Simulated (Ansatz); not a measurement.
**Appearance energy of a fragment ion: C3H2F3N → [CF3]+ + C2H2N + e⁻**

Species: C3H2F3N `N#CCC(F)(F)F`, singlet; [CF3]+ `F[C+](F)F`, singlet; C2H2N `[CH2]C#N`, doublet. 

Shapes, held fixed at every level: PBE0-D4/def2-TZVP. Programs: Ansatz 0.2.0. Electronic energies: no zero-point or thermal term.

```json
{"level": "HF/def2-SVP", "kind": "Hartree–Fock", "ΔE (eV)": "+11.72"}
{"level": "HF/def2-TZVPP", "kind": "Hartree–Fock", "ΔE (eV)": "+11.41"}
{"level": "SPW92/def2-TZVPP", "kind": "LDA", "ΔE (eV)": "+13.20"}
{"level": "B3LYP-D4/def2-TZVPP", "kind": "global hybrid", "ΔE (eV)": "+12.79"}
{"level": "BHLYP-D4/def2-TZVPP", "kind": "global hybrid", "ΔE (eV)": "+12.81"}
{"level": "wB97X-V/def2-TZVPP", "kind": "range-separated hybrid", "ΔE (eV)": "+12.94"}
{"level": "B2PLYP/def2-TZVPP", "kind": "double hybrid", "ΔE (eV)": "+12.75"}
```

B2PLYP/def2-TZVPP gives ΔE = +12.75 eV; the levels span +11.41 to +13.20. The median of the levels is +12.79. No measured value is set beside it here. Spin contamination: C2H2N (⟨S²⟩ up to 0.93). Open shells run unrestricted. The onset seen in experiment also holds zero-point changes and kinetic shifts.

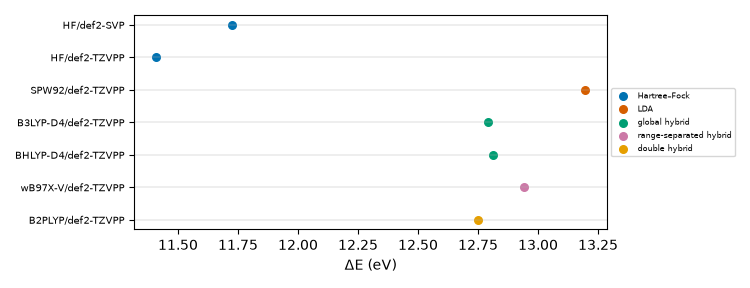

The values of the table, level by level.
